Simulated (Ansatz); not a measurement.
# C2H7FSi2: ladder of methods at one geometry

Aim: a ladder of methods at one geometry, for C2H7FSi2, run from a script.

Program: Ansatz 0.2.0, driven from Python. The levels of theory stand in the script. These are calculated values, not measurements.

## Step 1: Starting point

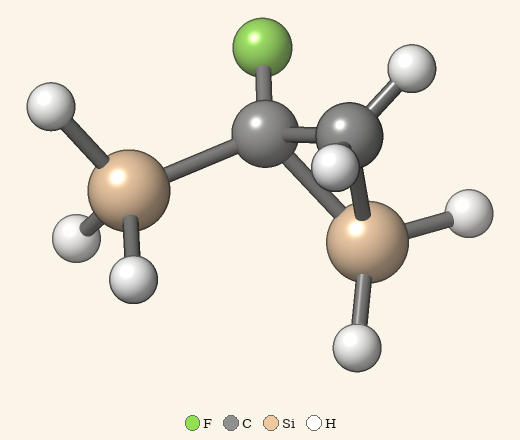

The structure that the script starts from, seen from a chosen angle (fluorine green, carbon grey, silicon light orange, hydrogen white).

The script holds or builds the structure itself.

## Step 2: The script

Contents of c2h7fsi2_methods.py:

```python
from pathlib import Path
import warnings

import ansatz
import numpy as np

warnings.simplefilter('ignore', ansatz.DeckWarning)

geometry_ang = [
    ('F', (-1.5375, 0.3262, 1.2732)),
    ('C', (-0.4838, 0.1599, 0.4398)),
    ('Si', (0.9473, -0.6802, 1.2448)),
    ('C', (-0.1862, 1.2123, -0.6081)),
    ('Si', (-0.8107, -0.5063, -1.2553)),
    ('H', (2.1445, -0.7411, 0.3361)),
    ('H', (1.4408, 0.0567, 2.4772)),
    ('H', (0.6625, -2.054, 1.641)),
    ('H', (-1.01, 1.9838, -0.6882)),
    ('H', (0.74, 1.4717, -0.8968)),
    ('H', (-2.1441, -0.2911, -1.8584)),
    ('H', (0.314, -0.9932, -2.0715)),
]
system = ansatz.Crystal.molecule()
for symbol, xyz in geometry_ang:
    system = system.atom(symbol, xyz)

job = system.calculation().basis(gaussian='cc-pVDZ')

print('functional    E (Ha)        dipole (D)   HOMO (eV)  LUMO (eV)')
for name in ['lda', 'hf', 'b3lyp', 'r2scan0', 'blyp']:
    r = job.functional(name).forces().orbitals().run(threads=1, runs_dir='runs').report
    lines = Path(r['orbitals_path']).read_text().splitlines()
    field_of = lambda key: [line.split('=')[1].strip() for line in lines if line.startswith(key)]
    orbitals = [(27.211386 * float(e), s, float(n)) for e, s, n in zip(field_of('Ene='), field_of('Spin='), field_of('Occup='))]
    homo = max(e for e, _, n in orbitals if n > 0.5)
    lumo = min(e for e, _, n in orbitals if n < 0.5)
    dipole = 4.803205 * np.linalg.norm(r['charge_distribution']['dipole_moment_e_ang'])
    print(f'{name:10s} {r["free_energy_ev"] / 27.211386246:14.6f} {dipole:9.3f} {homo:11.3f} {lumo:10.3f}')
```

## Step 3: Running it

Started as:

```bash
$ python c2h7fsi2_methods.py
```

Output:

```text
functional    E (Ha)        dipole (D)   HOMO (eV)  LUMO (eV)
lda           -755.428440     1.128      -5.586     -1.413
hf            -757.010195     1.713      -8.923      2.618
b3lyp         -759.194856     1.226      -6.329     -0.715
r2scan0       -758.986885     1.335      -6.712     -0.460
blyp          -759.077871     1.053      -5.287     -1.178
```

Wall time 23 s (1 thread of Arm Neoverse V2, shared host); peak memory 0.34 GiB.

## Step 4: The engine's runs

One row for each of the 5 runs:

```csv
run,functional,energy (eV),SCF cycles,CPU time (s)
1,lda,-20556.2551,19,2.3
2,hf,-20599.2968,12,2.2
3,b3lyp,-20658.7445,18,5.2
4,r2scan0,-20653.0853,18,9.1
5,blyp,-20655.5611,19,3.9
```

Totals under unlike functionals or potentials can't be compared directly.

The fields below are those of run 1.

## Step 5: Orbitals and fields

The fields below are evaluated on a grid from the run's orbitals.

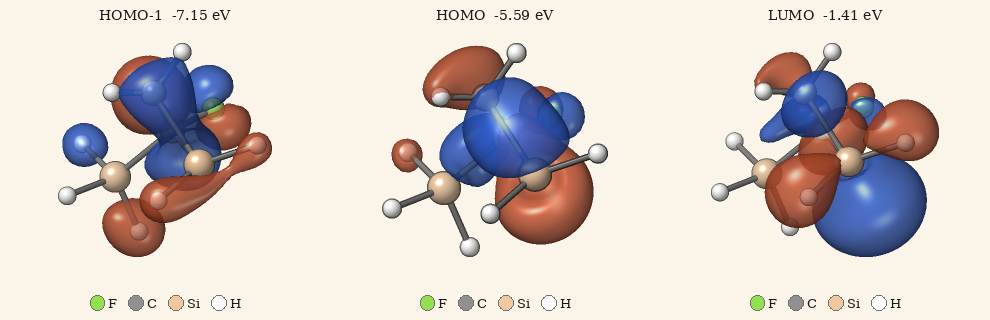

LDA/cc-pVDZ orbitals near the gap, drawn at the value that encloses 70 % of each; the two colours are the two signs.

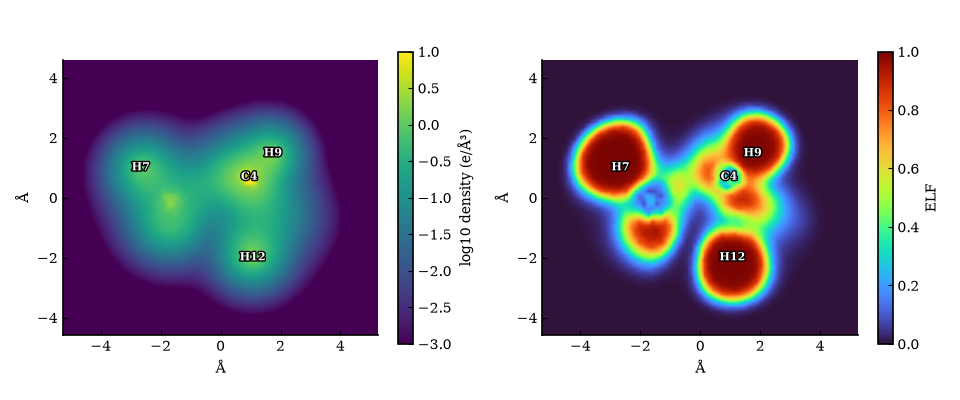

Density (left) and ELF (right) in a plane through or near 4 of the atoms.

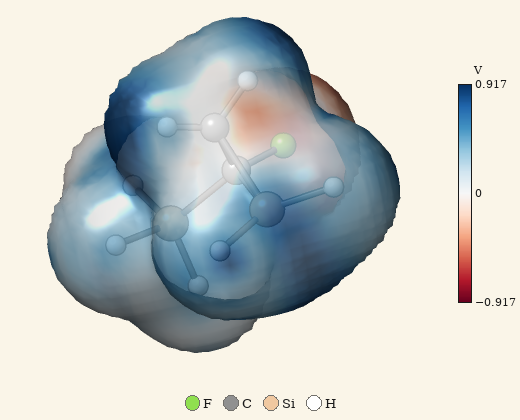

The potential that a unit positive charge feels on the 0.002 e/bohr³ surface, from -0.57 V near F1 to 0.92 V near H10.

## Step 6: Summary of results

| quantity | value |
| --- | --- |
| runs compared | 5 |
| HOMO-LUMO gap of the mean field (LDA/cc-pVDZ) | 4.17 eV |

In words: The dearest, run 4 (r2scan0), took some 4.1 times as long as run 2 (hf). What to keep in mind:
- The geometry is a force-field or estimated start, not a minimum of this method, and the basis set is short of its limit. A lower total doesn't mark the better method: functionals have no common bound, and MP2 and coupled cluster aren't variational.
- b3lyp holds the VWN-RPA fit, as in Gaussian; the form of ORCA and Turbomole is b3lyp5.
- Levels such as HOMO and LUMO are orbital energies: with these approximate functionals they aren't the ionisation energy and electron affinity, and their gap isn't the fundamental gap.
- For Al to Cl the sets with a tight d function, cc-pV(X+d)Z, are usual.
